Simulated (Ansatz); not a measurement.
**Li3Eu (Fm-3m): relaxations under a series of pressures**

How does Li3Eu (Fm-3m) give way under pressure? A script is to give relaxations under a series of pressures; the system is Li3Eu (Fm-3m).

Computed with Ansatz 0.2.0, driven from Python. Level of theory: DFT r2SCAN, plane waves, PAW.

### Step 1. The system

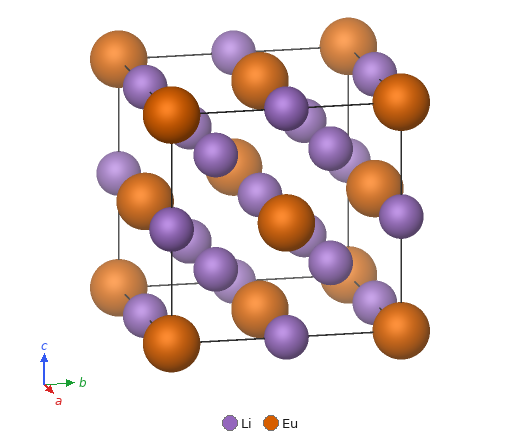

The structure that the script starts from, seen slightly off an axis (lithium purple, europium orange). The cell is the conventional one. Atoms on cell faces are repeated.

The script holds or builds the structure itself.

### Step 2. Script

li3eu.py reads:

```python
'''Volume and enthalpy of Li3Eu against pressure.'''

import ansatz as az
import numpy as np
import pandas as pd

def edges_and_angles(cell):
    cell = np.asarray(cell)
    a, b, c = np.linalg.norm(cell, axis=1)
    cosines = cell[1] @ cell[2] / (b * c), cell[0] @ cell[2] / (a * c), cell[0] @ cell[1] / (a * b)
    return (a, b, c, *np.degrees(np.arccos(cosines)))

crystal = (
    az.Lattice.of((0.0, 3.870791, 3.870791), (3.870791, 0.0, 3.870791), (3.870791, 3.870791, 0.0))
    .atom('Li', (0.25, 0.25, 0.25))
    .atom('Li', (0.75, 0.75, 0.75))
    .atom('Li', (0.5, 0.5, 0.5))
    .atom('Eu', (0.0, 0.0, 0.0))
    .moments(Eu=9.1)
)

calculation = (
    crystal.calculation()
    .functional('r2scan')
    .pseudopotentials('paw')
    .kpoints(spacing=0.32)
    .occupations('fermi_dirac')
    .spin('collinear')
)

# H = F + PV, with 1 GPa A^3 = 1/160.21766 eV
rows = []
for pressure in [-2, 0, 2, 5, 10]:
    outcome = calculation.relax(cell=True, pressure=pressure, force_tolerance=0.05, max_steps=40).run(threads=1)
    cell = outcome.lattice.cell_ang
    n_atoms = len(outcome.lattice.sites)
    volume = abs(np.linalg.det(cell)) / n_atoms
    enthalpy = outcome.report['free_energy_ev'] / n_atoms + pressure * volume / 160.21766
    rows.append((pressure, volume, enthalpy, *edges_and_angles(cell)))
    print(f'{pressure} GPa done: {volume:.4f} A^3/atom')

table = pd.DataFrame(rows, columns=['P_GPa', 'V_A3_atom', 'H_eV_atom', 'a', 'b', 'c', 'alpha', 'beta', 'gamma'])
print(table.round(4).to_string(index=False))
p, v = np.array([row[0] for row in rows], float), np.array([row[1] for row in rows])
print('mean bulk modulus between rows (GPa):', np.round(-np.diff(p) / np.diff(np.log(v)), 1))
```

### Step 3. The run

Command:

```
$ python li3eu.py
```

Output:

```text
DeckWarning: basis.ecutwfc = 500 eV, auto-derived from the records' recommended cutoffs: set by Li (their level for a meta-GGA)
DeckWarning: where an SCF of this run starts from atoms to list the orders of its open shells, Eu (site 3, from 0) starts with 6.32 μB on its 4f shell and 0.68 μB on its 5d shell, in the place of the 9.10 μB that the deck gives it: its open shells can hold no more by Hund's first rule. To start from spheres of the given moment, type scf.initial_density.shell_occupations: []
-2 GPa done: 36.2186 A^3/atom
0 GPa done: 28.7072 A^3/atom
2 GPa done: 24.9975 A^3/atom
5 GPa done: 21.2127 A^3/atom
10 GPa done: 18.3697 A^3/atom
 P_GPa  V_A3_atom  H_eV_atom      a      b      c  alpha  beta  gamma
    -2    36.2186 -2349.2055 5.8953 5.8953 5.8953   60.0  60.0   60.0
     0    28.7072 -2348.8077 5.4558 5.4558 5.4558   60.0  60.0   60.0
     2    24.9975 -2348.4739 5.2098 5.2098 5.2098   60.0  60.0   60.0
     5    21.2127 -2348.0462 4.9324 4.9324 4.9324   60.0  60.0   60.0
    10    18.3697 -2347.4331 4.7014 4.7014 4.7014   60.0  60.0   60.0
mean bulk modulus between rows (GPa): [ 8.6 14.5 18.3 34.7]
```

(Warnings from the package without file and line.)

It took 6.6 min on 1 thread of Arm Neoverse V1, shared host; peak memory 0.94 GiB.

### Step 4. Run by run

From the records of these 5 runs:

| run | pressure asked (GPa) | energy from run 2 (meV/atom) | final volume (Å³/atom) | pressure (GPa) | moment (μB/cell) | SCF cycles in all | CPU time (s) |
| --- | --- | --- | --- | --- | --- | --- | --- |
| 1 | -2 | 54.33 | 36.22 | -1.97 | 7.59 | 90 | 110 |
| 2 | 0 | 0.00 | 28.71 | 0.00 | 7.80 | 63 | 69 |
| 3 | 2 | 21.73 | 25.00 | 2.01 | 8.15 | 55 | 57 |
| 4 | 5 | 99.48 | 21.21 | 5.00 | 9.09 | 69 | 70 |
| 5 | 10 | 228.04 | 18.37 | 9.96 | 9.23 | 91 | 94 |

Energies are free energies F = E - TS of the smeared occupations. 

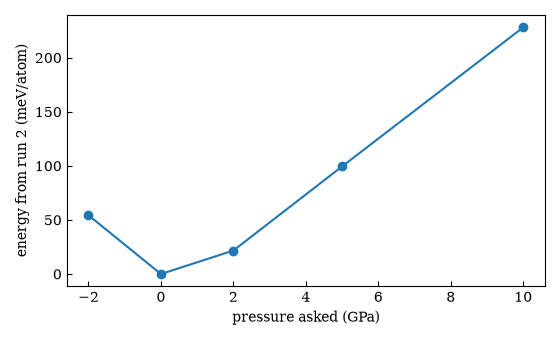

Energy against pressure asked; lines join the points.

### Step 5. Path of the relaxation of run 1

Step by step:

```csv
step,E - E(step 1) (eV/cell),largest force component (eV/Å),pressure (GPa),volume (Å³)
1,0.0000,0.0000,-0.12,115.99
2,0.0454,0.0000,-1.08,127.01
3,0.1653,0.0000,-1.80,139.88
4,0.2136,0.0000,-1.96,143.94
5,0.2253,0.0000,-2.00,144.87
6,0.2169,0.0000,-1.97,144.87
```

Step 1 is the start. Step 6 repeats the geometry before it on a plane-wave basis chosen anew for that cell, so its energy need not be comparable with the rows above.

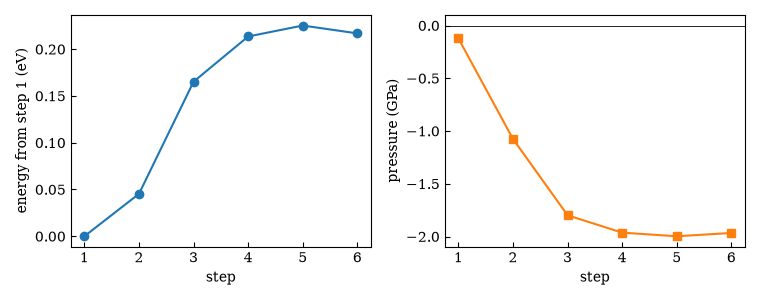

Energy and pressure along the relaxation.

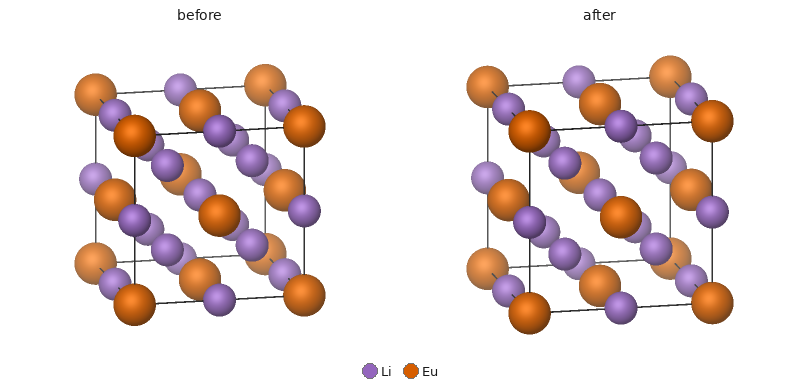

The structure before (left) and after (right) the relaxation, drawn at the same scale.

Lengths and angles in the start's conventional setting:

«Before» is this run's own start.

|  | before | after | change |
| --- | --- | --- | --- |
| a (Å) | 7.742 | 8.337 | +7.7 % |
| b (Å) | 7.742 | 8.337 | +7.7 % |
| c (Å) | 7.742 | 8.337 | +7.7 % |
| volume (Å³/atom) | 29.00 | 36.22 | +24.9 % |
| shortest distance (Å) | 3.352 | 3.610 | +7.7 % |
| space group (0.01 Å) | Fm-3m | Fm-3m | same |

Forces and stress were held to the start's 48 operations: a distortion of lower symmetry was not tested.

Under a set pressure the enthalpy E + pV is minimised, so E itself may rise.

### Step 6. How the relaxation of run 5 went

Relaxation path:

```csv
step,E - E(step 1) (eV/cell),largest force component (eV/Å),pressure (GPa),volume (Å³)
1,0.0000,0.0000,-0.12,115.99
2,0.0861,0.0000,2.06,99.84
3,0.3815,0.0000,4.90,85.27
4,0.9737,0.0000,10.60,72.44
5,0.8990,0.0000,9.92,73.62
6,0.9075,0.0000,9.99,73.48
7,0.9117,0.0000,9.96,73.48
```

Step 1 is the start. Step 7 repeats the geometry before it on a plane-wave basis chosen anew for that cell, so its energy need not be comparable with the rows above.

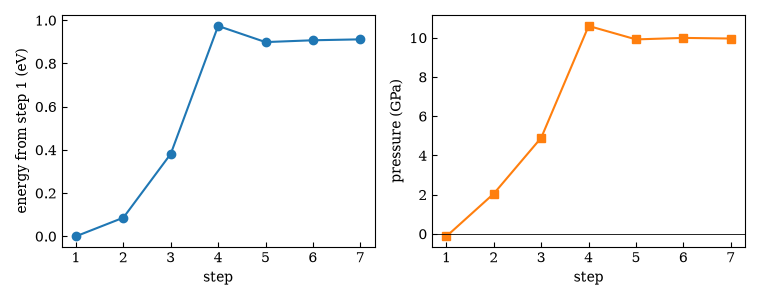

Energy and pressure along the relaxation.

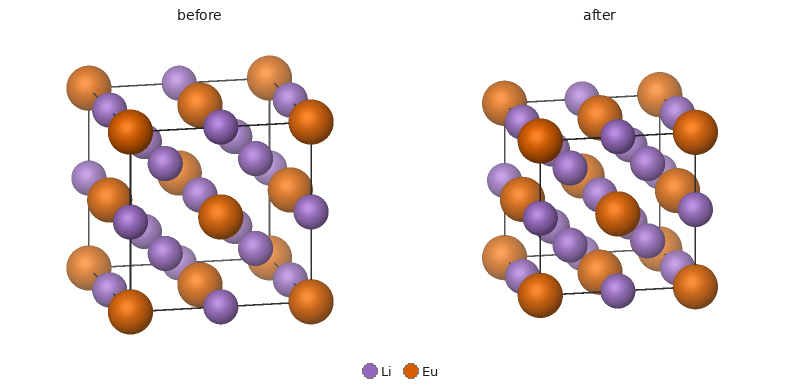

Before and after, at one scale.

Lengths and angles in the start's conventional setting:

«Before» is this run's own start.

|  | before | after | change |
| --- | --- | --- | --- |
| a (Å) | 7.742 | 6.649 | -14.1 % |
| b (Å) | 7.742 | 6.649 | -14.1 % |
| c (Å) | 7.742 | 6.649 | -14.1 % |
| volume (Å³/atom) | 29.00 | 18.37 | -36.7 % |
| shortest distance (Å) | 3.352 | 2.879 | -14.1 % |
| space group (0.01 Å) | Fm-3m | Fm-3m | same |

Forces and stress were held to the start's 48 operations: a distortion of lower symmetry was not tested.

Under a set pressure the enthalpy E + pV is minimised, so E itself may rise.

### Step 7. Results

| quantity | value |
| --- | --- |
| bulk modulus between neighbouring pressures | 8.6 to 34.7 GPa |
| runs compared | 5 |
| range of energy | 228.04 meV/atom |

The crystal stiffens as it is compressed. The volume falls from 36.22 Å³ an atom at -2 GPa to 18.37 at 10 GPa, by 49.3 %. Between -2 and 0 GPa, -V dP/dV is about 9 GPa, a mean over that step. In run 1, the volume grew by 24.9 % over 4 moves under the -2 GPa asked, and the space group stayed Fm-3m. In run 5, over 5 moves the cell shrank by 36.7 % in volume under the 10 GPa asked, and the space group stayed Fm-3m. Caveats:
- Open f shells: without a Hubbard U, without spin-orbit coupling; the state reached hangs on the start and needn't be the lowest.
- At a fixed pressure a relaxation lowers the enthalpy F + PV, while F alone can rise.
- The mesh is modest for a metal, so energies can be off by several to tens of meV an atom and pressures by half a GPa or more; differences at equal mesh fare better.
- Edges and angles that the script prints are those of the cell as typed, here a primitive one.
- r2SCAN tends to overestimate the moments of itinerant magnets.
- The structure comes from a database of computed cells and needn't be a stable or known phase.
- Symmetry holds the cell in this phase, so another phase that may be stable under pressure is not reached.
